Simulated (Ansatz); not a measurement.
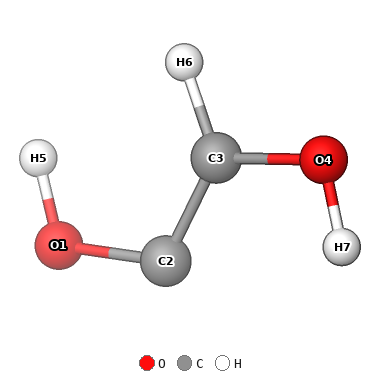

The system is C₂H₃O₂, SMILES O[C-]=CO, charge −1; the picture shows the reference structure. 
- Coordinates scanned: (1) umbrella angle at C3 (between each of its bonds and their common axis; 90 is planar); (2) change of the bonds C3–C2, C3–O4, C3–H6, all alike.
- Nothing is relaxed (all other coordinates rigid).
- The grid has 15 × 15 points; 120 points were computed and 105 follow by symmetry.
- Points are written as (first, second).
- All energies are given in kJ/mol relative to the relaxed molecule at the same level.
- Method: RKS B3LYP-D4/def2-SVPD (Ansatz 0.2.0).

Its coordinates:

```xyz
7

O    -1.6753    0.7817   -0.3935
C    -0.8170   -0.3334   -0.2200
C     0.4509   -0.0540    0.1121
O     1.4191   -1.0737    0.3172
H    -1.1841    1.6135   -0.2365
H     0.9004    0.9459    0.2652
H     0.9059   -1.8801    0.1555
```

Range: umbrella angle at C3 (between each of its bonds and their common axis; 90 is planar) from 66.0 to 114.0°; change of the bonds C3–C2, C3–O4, C3–H6, all alike from −0.142 to 0.219 Å.

Predict the map.

The lowest grid point is at (90.0°, 0.013 Å), 1.0 kJ/mol from the relaxed molecule at the same level. No other kind of well shows on this grid. The highest grid point, (66.0°, −0.142 Å), lies 368 kJ/mol above the lowest. Round the minimum the two coordinates are nearly uncoupled.

```csv
"second ↓, first →",66.0,69.4,72.9,76.3,79.7,83.1,86.6,90.0,93.4,96.9,100.3,103.7,107.1,110.6,114.0
0.219,205,196,191,188,188,189,189,190,189,189,188,188,191,196,205
0.193,180,169,161,157,155,155,155,155,155,155,155,157,161,169,180
0.168,158,144,135,129,125,124,123,123,123,124,125,129,135,144,158
0.142,139,122,110,102,97,94,93,92,93,94,97,102,110,122,139
0.116,122,103,88,78,71,67,65,65,65,67,71,78,88,103,122
0.090,110,88,70,58,50,45,42,41,42,45,50,58,70,88,110
0.064,103,78,57,43,33,27,23,22,23,27,33,43,57,78,103
0.039,103,73,51,34,22,14,10,9,10,14,22,34,51,73,103
0.013,109,76,50,31,17,8,3,1,3,8,17,31,50,76,109
−0.013,123,87,57,36,20,9,3,1,3,9,20,36,57,87,123
−0.039,147,107,74,50,32,19,12,10,12,19,32,50,74,107,147
−0.064,180,136,100,73,53,39,31,28,31,39,53,73,100,136,180
−0.090,228,179,139,109,87,71,62,59,62,71,87,109,139,179,228
−0.116,290,237,193,159,134,117,107,104,107,117,134,159,193,237,290
−0.142,369,311,263,226,198,179,168,164,168,179,198,226,263,311,369
```

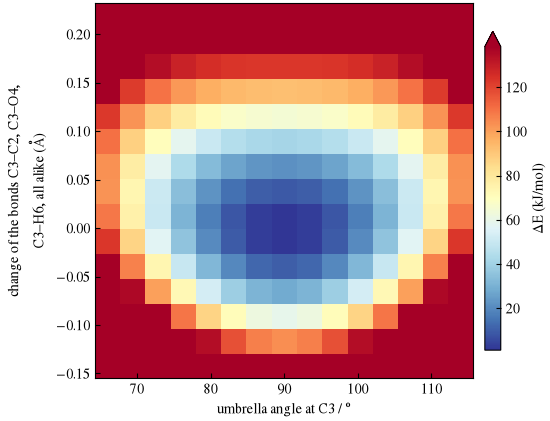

The picture shows one coloured cell a grid point, one colour for all values above the top of the scale.

Time for the 120 points that were run: 5.1 min on 1 thread of Arm Neoverse V2, on a shared host.
